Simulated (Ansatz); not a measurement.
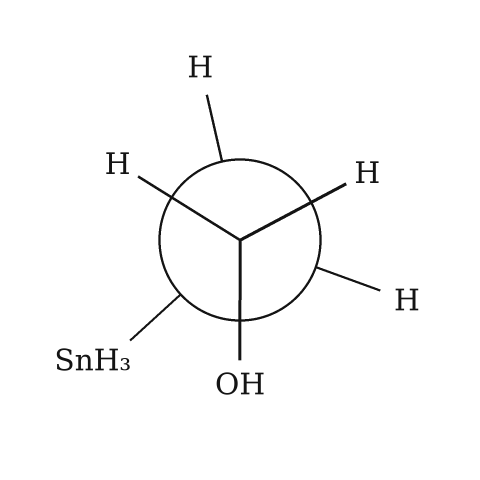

A Newman projection along the Si–Si bond, silicon in front; angles are drawn as computed, but eclipsed bonds slightly apart. Computed geometry: PBE0-D4/def2-TZVP optimisation. No frequency run is at hand to confirm it as a minimum.

> Which molecule is it?

H8OSi2Sn, O[SiH2][SiH2][SnH3]

> What is the torsion angle from the front OH to the back SnH3? The sign is positive where the front bond must turn clockwise to cover the back bond.

48°, synclinal (gauche). The conformation about this bond is staggered.
